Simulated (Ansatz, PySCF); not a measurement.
C2H2 (SMILES C#C) and CH3Cl (SMILES CCl) are pulled apart as rigid monomers along the line of their centres of mass, from the B3LYP-D3(BJ)/def2-TZVP minimum. Starting geometry (charge 0, multiplicity 1):
```xyz
9

C      0.41052     0.07597     0.03502
C      0.55044    -0.81997    -0.74704
H      0.28304     0.85982     0.74465
H      0.67621    -1.60768    -1.44912
C     -0.30541    -0.74213     3.47662
Cl    -0.25631     1.05504     3.44667
H      0.45499    -1.08757     4.16997
H     -1.29411    -1.04564     3.80630
H     -0.10526    -1.10280     2.47218
```

Interaction energies with rigid monomers; basis-set methods are counterpoise corrected unless marked otherwise.

Frozen-core correlation. Rows in 3-21G, 6-31G* carry no dispersion term and start afresh at each structure (6-31G* with six Cartesian d functions).

Run with Ansatz (an electronic-structure program) with Gaussian orbitals; PySCF for 3-21G rows, 6-31G* rows, the dispersion terms. Values without a source in brackets are computed.

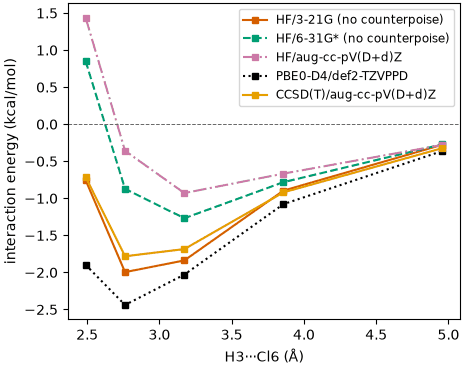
Fig. 1. Interaction energy against separation

Which level binds most strongly at H3···Cl6 = 2.76, and by how much?

PBE0-D4/def2-TZVPPD, -2.4 kcal/mol.
